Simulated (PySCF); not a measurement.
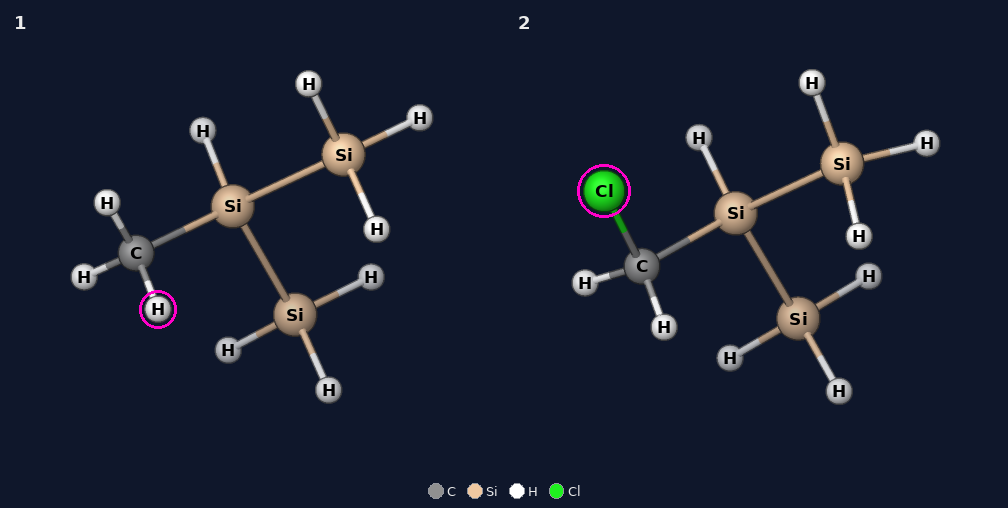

2 molecules with one skeleton, seen from the same side and at one scale; the atom that differs is circled. Charge 0, singlet. Computed geometries: PBE0-D3(BJ)/def2-SVP optimisations, one conformation each. Properties computed with PySCF 2.14.0.

One atom differs, called X below: H in panel 1, Cl in panel 2. Their formulas are CH10Si3 (`C[SiH]([SiH3])[SiH3]`), CH9ClSi3 (`[SiH3][SiH]([SiH3])CCl`).

Question: In which is the Hirshfeld charge of X higher (PBE0/STO-3G)?

Answer: In panel 1 (X = H).

Question: In which is the HOMO–LUMO gap larger (PBE0/pcSseg-1)?

Answer: In panel 1 (X = H).

Give the values. With PBE0-D3(BJ)/def2-SVP: length of X–C (Å), angle Si–C–X (°). With PBE0/pcSseg-1: dipole moment (D), HOMO energy (Kohn–Sham orbital) (eV), HOMO–LUMO gap (eV), GIAO shielding of the C bonded to X (ppm). With PBE0/STO-3G: Hirshfeld charge of X (e).

```json
{"quantity": "length of X–C (Å)", "1 (H)": "1.101", "2 (Cl)": "1.793", "2 − 1": "+0.692"}
{"quantity": "angle Si–C–X (°)", "1 (H)": "110.3", "2 (Cl)": "109.7", "2 − 1": "−0.6"}
{"quantity": "dipole moment (D)", "1 (H)": "0.94", "2 (Cl)": "1.60", "2 − 1": "+0.66"}
{"quantity": "HOMO energy (Kohn–Sham orbital) (eV)", "1 (H)": "−7.82", "2 (Cl)": "−7.98", "2 − 1": "−0.16"}
{"quantity": "HOMO–LUMO gap (eV)", "1 (H)": "7.66", "2 (Cl)": "7.38", "2 − 1": "−0.28"}
{"quantity": "GIAO shielding of the C bonded to X (ppm)", "1 (H)": "192.7", "2 (Cl)": "153.0", "2 − 1": "−39.7"}
{"quantity": "Hirshfeld charge of X (e)", "1 (H)": "0.01", "2 (Cl)": "−0.20", "2 − 1": "−0.21"}
```
